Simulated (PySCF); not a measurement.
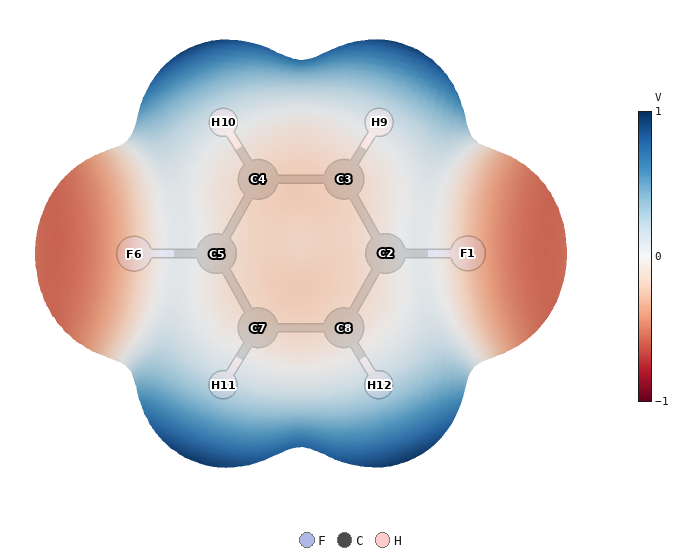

Figure 1: C6H4F2 (SMILES Fc1ccc(F)cc1). The molecular electrostatic potential painted on the density surface at 0.001 e/bohr³, seen across its widest extent; the colour scale runs from red (negative) to blue (positive).

Geometry: PBE0-D3(BJ)/ma-def2-SVP.

The calculation used PySCF 2.14.0, density-fitted response routines, DFT single point, gas phase, functional wB97X.

```xyz
12

F     2.6702    0.3147   -0.3385
C     1.3515    0.1590   -0.1749
C     0.5483    1.2875   -0.0634
C    -0.8252    1.1259    0.1101
C    -1.3510   -0.1593    0.1663
F    -2.6698   -0.3150    0.3295
C    -0.5478   -1.2877    0.0548
C     0.8257   -1.1262   -0.1186
H     1.0004    2.2792   -0.1140
H    -1.4896    1.9866    0.2014
H    -1.0000   -2.2794    0.1052
H     1.4900   -1.9869   -0.2102
```

Which sites attract a positive test charge, and which a negative one?

Answer. A positive charge is drawn to the negative regions and a negative charge to the positive ones. The most negative region (about −0.6 V) lies over F1 and F6, the most positive (about +1.0 V) over H9, H10, H11 and H12.

What dipole moment does the calculation give?

Answer. Its dipole moment is zero.
